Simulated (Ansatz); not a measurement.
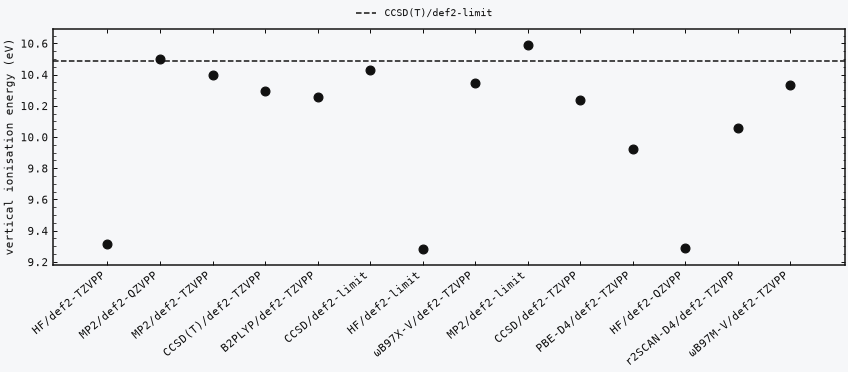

Vertical ionisation energy of CH₃F₃SSiZn, SMILES [CH3][Zn][S][Si](F)(F)F, singlet, taken as the energy of the cation less that of the neutral at fixed geometry (unrestricted doublet cation, cores frozen in correlated methods, no spin-orbit coupling), the Ansatz code, at a PBE0-D4/def2-TZVP geometry (a minimum by its frequencies). Choice of cores on heavy atoms: Zn/Cu 3s3p. Limit means an estimate of the basis limit from triple and quadruple zeta; for coupled cluster it is either extrapolated directly or built as the MP2 limit plus the step from MP2 in triple zeta. B2PLYP/def2-TZVPP holds a correlation term that converges slowly with the basis, so part of the distance to the limit is basis error. The distance of MP2/def2-QZVPP, MP2/def2-TZVPP, CCSD(T)/def2-TZVPP and CCSD/def2-TZVPP to the limit includes basis error.

> Which level comes closest to the line (CCSD(T)/def2-limit), and which misses most?

Closest MP2/def2-QZVPP (10.50 eV), against 10.49 eV; farthest HF/def2-limit (9.28 eV).

> Give the values.

| level | eV | less CCSD(T)/def2-limit |
| --- | --- | --- |
| HF/def2-TZVPP | 9.31 | −1.18 |
| MP2/def2-QZVPP | 10.50 | 0.01 |
| MP2/def2-TZVPP | 10.40 | −0.09 |
| CCSD(T)/def2-TZVPP | 10.30 | −0.19 |
| B2PLYP/def2-TZVPP | 10.26 | −0.23 |
| CCSD/def2-limit | 10.43 | −0.06 |
| HF/def2-limit | 9.28 | −1.20 |
| ωB97X-V/def2-TZVPP | 10.34 | −0.14 |
| MP2/def2-limit | 10.59 | 0.10 |
| CCSD/def2-TZVPP | 10.24 | −0.25 |
| PBE-D4/def2-TZVPP | 9.92 | −0.57 |
| HF/def2-QZVPP | 9.29 | −1.20 |
| r2SCAN-D4/def2-TZVPP | 10.06 | −0.43 |
| ωB97M-V/def2-TZVPP | 10.33 | −0.15 |
| CCSD(T)/def2-limit | 10.49 | 0.00 |

Limits of at least one run: no scalar relativity up to krypton; one conformer of a flexible molecule.
